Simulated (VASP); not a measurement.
Band structure of SnS (space group Fm-3m). These are PBEsol GGA, VASP's PBE PAW potentials (set 64) (plane waves; VASP 6.6.1) values and carry that method's errors.

Unless said otherwise, spin-orbit coupling is left out, though it shifts the bands of the heavy elements here.

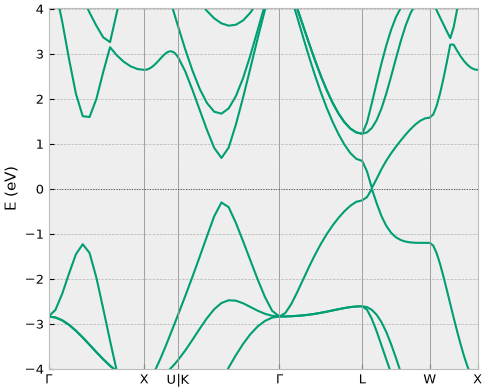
Fig. 1. Bands along high-symmetry lines, zero at the valence-band maximum or, without a gap, the Fermi level

Read the plot: is there a gap, and where are the band edges?

The gap is direct, 0.02 eV, from the valence maximum at L-W at 0.14 to the conduction minimum at L-W at 0.14. (Edges off the drawn lines would not show.)

The structure comes from a computed database's SnS entry (Fm-3m); how it stands against other phases isn't given here. It was relaxed first.
